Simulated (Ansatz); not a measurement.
# Frequency calculation of GeH5Cl

System: GeH5Cl.
Method: RKS PBE0-D4/def2-mTZVP (Ansatz 0.2.0).

It belongs to a series of runs on one base structure; here: vibrations at the highest image of the band. Figures and captions count atoms from 1; the log counts them from 0 in places.

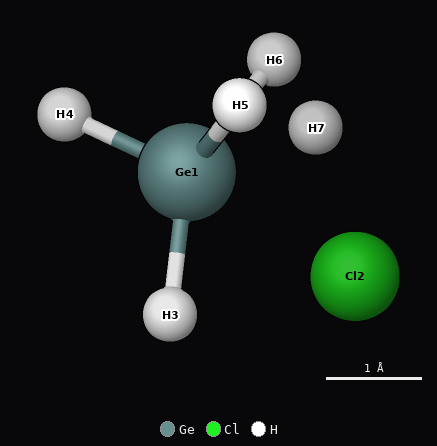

*The structure (ball-and-stick view, seen at a tilt; atoms are numbered from 1 in the order of the input). Sticks mark near contacts.*

Bond lengths as drawn: Ge–H 1.53 to 1.80 Å.

Summary:

- outcome: converged
- total energy: −69108.8308 eV
- mean-field energy: −69108.7397 eV
- largest force (length of the vector): 0.009 eV/Å
- hardware: 1 thread of Arm Neoverse V1, 24 GiB of memory available, shared host
- wall time: 44 s
- peak memory: 0.14 GiB

Input file:
```yaml
crystal:
  periodic: [false, false, false]
  atoms:
    - { symbol: Ge, position_ang: [-0.217672, 0.0, -0.143687] }
    - { symbol: Cl, position_ang: [0.068007, 0.0, 2.560477] }
    - { symbol: H, position_ang: [1.30466, 0.0, 0.018318] }
    - { symbol: H, position_ang: [-0.691197, 1.292672, -0.819335] }
    - { symbol: H, position_ang: [-0.691197, -1.292672, -0.819335] }
    - { symbol: H, position_ang: [-1.761958, 0.0, 0.787659] }
    - { symbol: H, position_ang: [-1.261744, 0.0, 1.573904] }
basis:
  gaussian: { orbitals: def2-mTZVP }
hamiltonian:
  xc: pbe0
  dispersion: d4
phonons: {}
```

Launched with:
```bash
ansatz run input.yaml --threads 1 --pin off --max-ram 2048MiB --backend cpu --events-out ev --progress --plain --runs-dir out
```

Output:
```
Engine: ansatz 0.2.0, aarch64-unknown-linux-gnu
Functional definition: PBE0
  parameter a = 0.25
  parameter kappa = 0.804
  parameter beta = 0.06672455060314922
  exchange = (1 - a)*pbe_x(kappa = kappa, mu = beta*pi^2/3) + a*exact_x
  correlation = pbe_c(beta = beta)
741 factors; integrals over basis functions are off by at most 7.8e-4 eV
mean field evaluation 1: about -69107.9784 eV, gradient 2.2e1 eV
mean field evaluation 2: about -69107.2165 eV, gradient 3.0e1 eV
mean field evaluation 4: about -69108.7406 eV, gradient 1.1e0 eV
mean field evaluation 8: about -69108.7397 eV, gradient 9.3e-3 eV
mean field -69108.73969790 eV, -2539.6993403116 hartree, gradient 5.5e-5 eV, S^2 0.000000; 0 other end points of the search recorded, 0 dependent functions left out
the calculation of the forces begins
reference -69108.73972524 eV, -2539.6993413163 hartree; 27, 27 occupied and 46, 46 virtual orbitals, 741 factors
these checks for a lower state are left out or cut short: stability, starts, cluster_reference, orbital_swaps, neighbouring_geometries, increment
741 factors; integrals over basis functions are off by at most 7.8e-4 eV
mean field evaluation 16: about -69108.7396 eV, gradient 9.8e-2 eV
mean field -69108.73960437 eV, -2539.6993368745 hartree, gradient 1.6e-6 eV, S^2 0.000000; 0 other end points of the search recorded, 0 dependent functions left out
[... from here on the field's lines of each further geometry are left out, up to the last ...]
the calculation of the forces begins
reference -69108.73970790 eV, -2539.6993406791 hartree; 27, 27 occupied and 46, 46 virtual orbitals, 741 factors
these checks for a lower state are left out or cut short: stability, starts, cluster_reference, orbital_swaps, neighbouring_geometries, increment
741 factors; integrals over basis functions are off by at most 7.8e-4 eV
mean field -69108.73969651 eV, -2539.6993402606 hartree, gradient 1.7e-6 eV, S^2 0.000000; 0 other end points of the search recorded, 0 dependent functions left out
the calculation of the forces begins
reference -69108.73972385 eV, -2539.6993412652 hartree; 27, 27 occupied and 46, 46 virtual orbitals, 741 factors
WARN: phonons: modes at or below zero, which the zero-point energy, F, S and C_V leave out: 2, the lowest at -1170.16 cm⁻¹. A minimum has none, and a first-order saddle one
Total energy: -69108.83082232 eV, -2539.7026890722 hartree
Atom 0 at    -0.217672     0.000000    -0.143687 Å, force     0.002921     0.000000     0.004348 eV/Å
Atom 1 at     0.068007     0.000000     2.560477 Å, force     0.000192     0.000000    -0.002403 eV/Å
Atom 2 at     1.304660     0.000000     0.018318 Å, force    -0.000881     0.000000     0.000148 eV/Å
Atom 3 at    -0.691197     1.292672    -0.819335 Å, force    -0.000920     0.004559    -0.000824 eV/Å
Atom 4 at    -0.691197    -1.292672    -0.819335 Å, force    -0.000920    -0.004559    -0.000824 eV/Å
Atom 5 at    -1.761958     0.000000     0.787659 Å, force    -0.004455     0.000000    -0.007322 eV/Å
Atom 6 at    -1.261744     0.000000     1.573904 Å, force     0.004064     0.000000     0.006878 eV/Å
Dipole moment:    -0.187894     0.000000    -0.780648 e Å
Vibrations: -1170.16 -171.81 266.23 685.80 697.71 803.17 868.65 912.91 968.06 1023.89 1406.58 2050.63 2174.72 2181.68 2198.27 cm⁻¹, zero-point energy 1.006645 eV
```

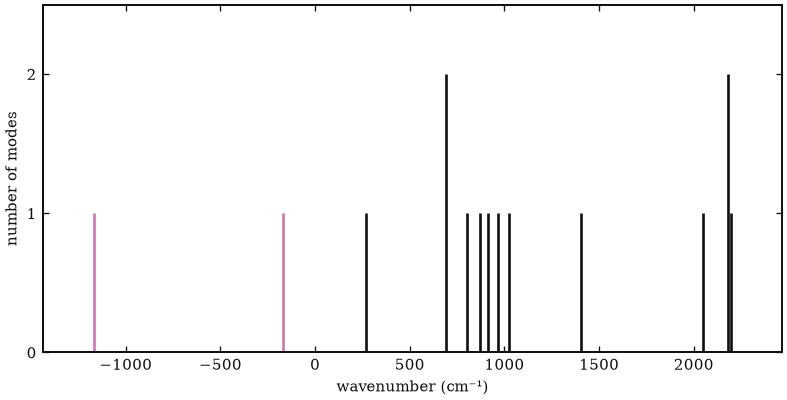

*Harmonic vibrational wavenumbers from the force constants; neighbouring modes closer than 15 cm⁻¹ are counted in one stick, and imaginary ones are drawn at negative wavenumbers.*

15 modes from 1170i to 2198 cm⁻¹, 2 imaginary beyond 8i (1170i, 172i cm⁻¹): not a minimum.
